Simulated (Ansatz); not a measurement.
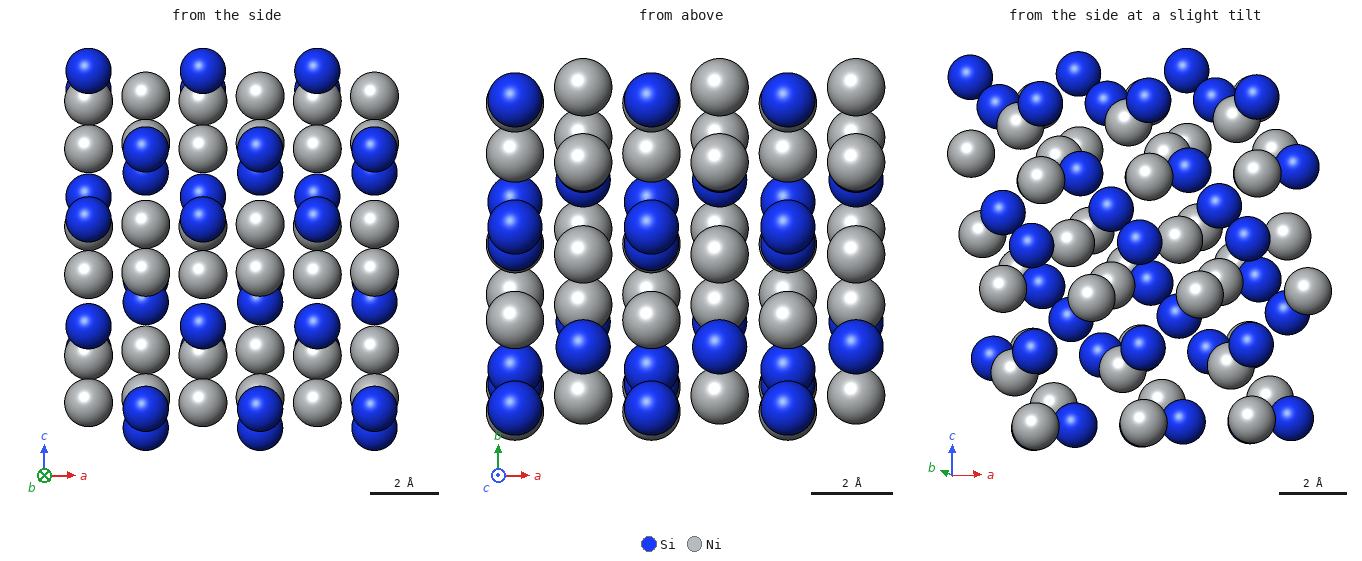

A spheres-only picture of a periodic slab, seen from the side, from above and from the side at a slight tilt. The surface normal points up in side views; the vacuum is left out. 3×1 cells are drawn in the plane, with atoms at the edges repeated.

The cell holds 12 Si, 12 Ni. The slab was cut from bulk SiNi (Pnma).

Q: Which elements lie outermost on each side?

A: The top face ends in Si, the bottom face in Si. The two faces are alike.

Q: How thick is it?

A: About 11 Å from the lowest to the highest atom.

Q: Which lattice plane is parallel to the surface?

A: (1 0 1).

Computational set-up: Ansatz 0.2.0, DFT PBE, scalar-relativistic, plane waves, PAW, an energy cutoff of 420 eV, the zone sampled with 10×5×1 points, Gaussian smearing of 0.1 eV, no spin polarisation (a spin-restricted run, not always the ground state).

Q: How large is the work function at the top and at the bottom?

A: 4.99 eV on both faces.

It goes back to a structure listed in the Materials Project, from which a slab was cut. The atoms were relaxed in a fixed cell with Ansatz 0.2.0, DFT PBE, scalar-relativistic, plane waves, PAW.
